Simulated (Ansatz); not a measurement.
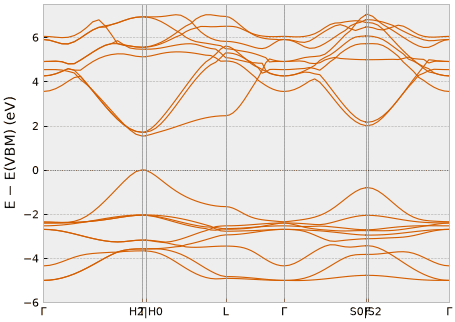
Figure: Band structure from DFT-r²SCAN in the program Ansatz with PAW potentials

**Question.** Read off the gap and where the band edges lie.

**Answer.** About 1.5 eV (1.53 eV by a search for the band edges); maximum at T, minimum at T.

**Question.** Which compound is it?
A) CsGeBr3, R3m (Cs on 3a, Ge on 3a, Br on 9b)
B) ZnS, R3m (Pearson symbol hR12)
C) CsGeI3, R3m (I on 9b, Cs on 3a, Ge on 3a)
D) CsGeI3, R3m (Cs on 3a, Ge on 3a, I on 9b)

**Answer.** A, CsGeBr3, R3m (Cs on 3a, Ge on 3a, Br on 9b)

The first step of the workflow began from a Materials Project structure, measured or hypothetical; the Crystallography Open Database copy checked does not list it. Whether it is the stable phase at ambient conditions was not checked. The r²SCAN relaxation kept the symmetry of its start; its stability against distortions is not shown here. Spin–orbit coupling is left out wherever it is not named.

Potentials: the later of the program's two PAW sets.
